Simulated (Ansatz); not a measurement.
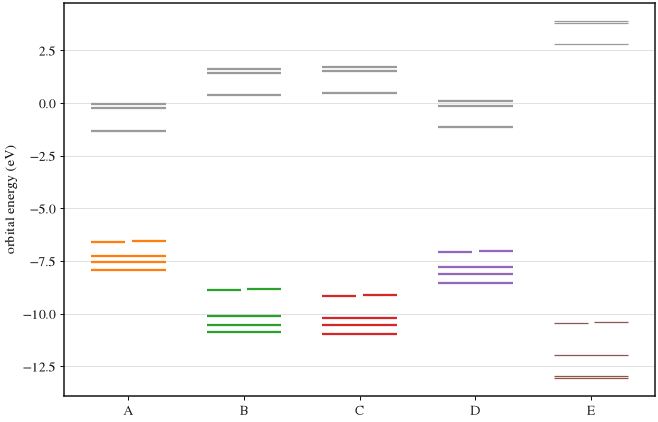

Frontier orbital energies of CH₄ClIOSi, SMILES CO[Si@@H](Cl)I at one geometry, def2-TZVPP, the Ansatz code, at a PBE0-D4/def2-TZVP geometry (a minimum by its frequencies). Empty levels are grey, levels within 0.1 eV stand side by side; all columns show the same few orbitals around the gap.

**The columns come from B97M-V, BHLYP, BLYP, CAM-B3LYP and HF. Which is which?**

A: BLYP (HOMO −6.53, LUMO −1.31, separation 5.22 eV)
B: BHLYP (HOMO −8.84, LUMO 0.40, separation 9.23 eV)
C: CAM-B3LYP (HOMO −9.11, LUMO 0.48, separation 9.60 eV)
D: B97M-V (HOMO −7.05, LUMO −1.12, separation 5.92 eV)
E: HF (HOMO −10.38, LUMO 2.82, separation 13.20 eV)

Limits of at least one run: core potentials past krypton; empty levels above zero depend strongly on the basis; one conformer of a flexible molecule; spin-orbit coupling is left out, and with I it can shift these levels and split any degenerate set.
